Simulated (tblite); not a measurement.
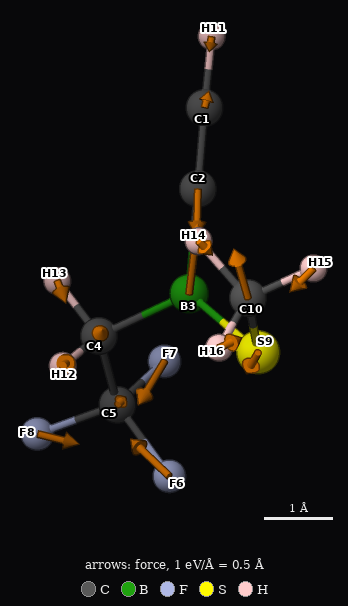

Starting geometry of C5H6BF3S with the computed forces as orange arrows. A ball-and-stick model, seen from a free direction.

These are results of GFN2-xTB geometry optimisation, gas phase (tblite), not measurements. 

Is this structure relaxed? If not, where do the atoms go?

It isn't relaxed: the largest force vector, on B3, is 2.44 eV/Å. The final displacements have little in common with the starting forces (cosine between the two patterns 0.22). The energy falls by 26.9 kcal/mol in 163 geometry steps. The atom that moves furthest after the best rigid fit is S9 (1.62 Å). Largest moves by element: S 1.62 Å, F 1.55 Å, H 1.42 Å, C 0.97 Å, B 0.78 Å. Near-neighbour distances that change, for instance: B3–S9 1.875 → 1.770 Å, C5–F7 1.409 → 1.343 Å, C2–B3 1.557 → 1.501 Å, C5–F6 1.383 → 1.345 Å. Bond angles that change, for instance: B3–C4–H12 104.0° → 111.8°, B3–S9–C10 112.1° → 104.4°, C4–B3–S9 123.1° → 117.1°. Groups turn about S9–C10 by about 90°, B3–C4 by about 75°, B3–S9 by about 60°.
